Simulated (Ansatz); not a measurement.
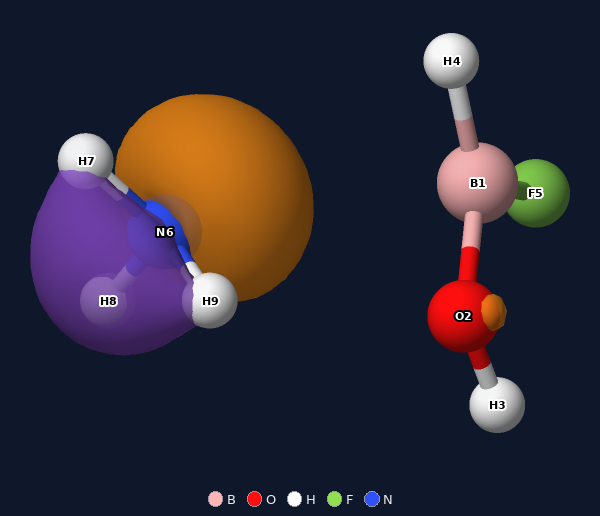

Figure 1: BFH$_{2}$O···NH$_{3}$. The HOMO at ±0.2 Å⁻³ᐟ² (orange and purple are the two phases), seen across its widest extent.

Not at a stationary point (largest force 1.2 eV/Å).

Method: RHF/6-31G* in Ansatz.

```yaml
atoms:
  - { symbol: B, position_ang: [0.0012, -0.4136, 0.1090] }
  - { symbol: O, position_ang: [-0.2657, -0.5399, 1.4538] }
  - { symbol: H, position_ang: [-1.1946, -0.6440, 1.6151] }
  - { symbol: H, position_ang: [1.1161, -0.3715, -0.2721] }
  - { symbol: F, position_ang: [-1.0016, -0.4799, -0.7503] }
  - { symbol: N, position_ang: [0.1348, 2.2469, 0.7886] }
  - { symbol: H, position_ang: [1.0076, 2.7408, 0.7841] }
  - { symbol: H, position_ang: [-0.5952, 2.9260, 0.8942] }
  - { symbol: H, position_ang: [0.1244, 1.6386, 1.6147] }
```

> Describe this orbital and give its energy.

Its weight (Hirshfeld) is mainly on N6 (about 75 %); largely a lone pair of N6. Its energy is −11.63 eV.
